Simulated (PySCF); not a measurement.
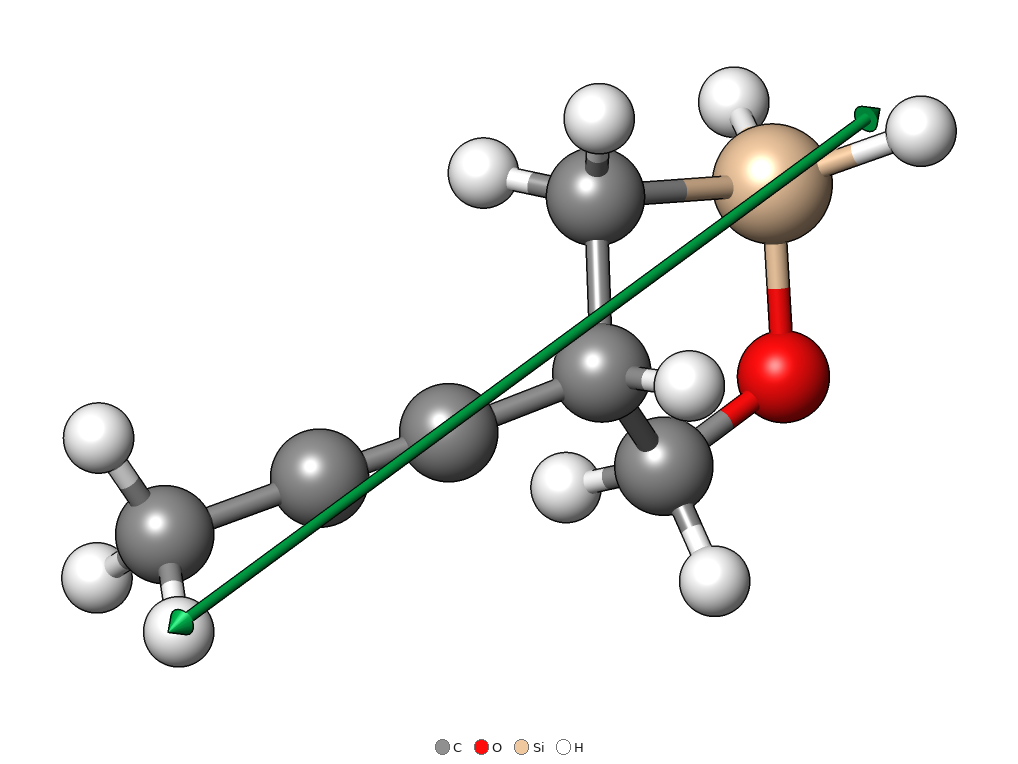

The double arrow shows the direction of the transition dipole to excited singlet state 4 (its length means nothing). The computed structure is the end point of a GFN2-xTB optimisation. No frequency run is at hand to confirm it as a minimum. Level of theory: TDDFT PBE0/def2-SVPD, vertical, gas phase, core orbitals frozen in the response (PySCF 2.14.0).

Where does the transition lie, and how strong is it?

6.77 eV (183 nm), oscillator strength 0.050, mainly HOMO−1 → LUMO+1 (weight 0.56); transition dipole 1.40 D.

The geometry is semi-empirical. Around Si such bond lengths and angles can be off by a tenth of an ångström or more and by several degrees, and values that hang on the shape move with them.
